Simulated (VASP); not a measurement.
Band structure of BaSr3O4 (ordered alloy cell). Computed with PBEsol GGA, VASP's PBE PAW potentials (set 64) (plane waves; VASP 6.6.1).

Unless said otherwise, spin-orbit coupling is left out, though it shifts the bands of the heavy elements here.

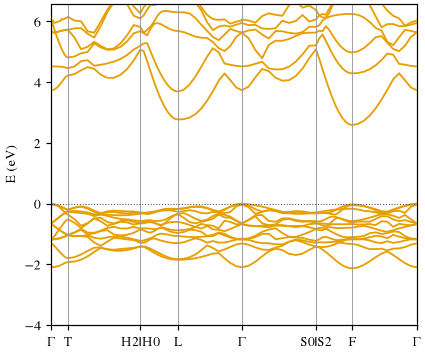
Figure. Bands along high-symmetry lines, zero at the valence-band maximum or, without a gap, the Fermi level

### Question
Read the plot: is there a gap, and where are the band edges?

### Answer
The gap is indirect, 2.59 eV, from the valence maximum at Γ to the conduction minimum at F. (Edges off the drawn lines would not show.)

The structure was generated: BaSr3O4 was put into an ordered model structure (R-3m), which need not be its known phase. It was relaxed first.
